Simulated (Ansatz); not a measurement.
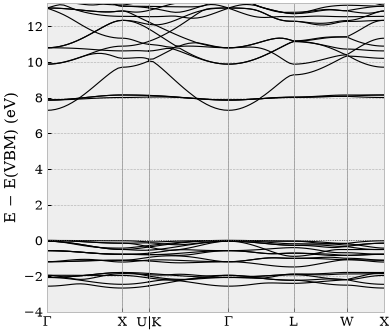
Figure. Band structure from LDA in the plane-wave PAW code Ansatz

Question: Read off the gap and where the band edges lie.

Answer: About 7.3 eV (7.29 eV by a search for the band edges); maximum on the Γ–L line, 8 % of the way from Γ, minimum at Γ.

The material is K$_{2}$HfF$_{6}$ in space group Fm-3m (No. 225; K on 8c, Hf on 4a, F on 24e).

The workflow started from a Materials Project entry (that database holds measured and hypothetical structures alike); the Crystallography Open Database copy checked does not list it. Its standing as an ambient phase is unchecked. Symmetry was held in the LDA relaxation. At this level the phase is dynamically unstable (imaginary phonons). No spin polarisation was allowed. Scalar-relativistic: spin–orbit coupling is off unless named, which matters more the heavier the elements.

Potentials: the later of the program's two PAW sets.
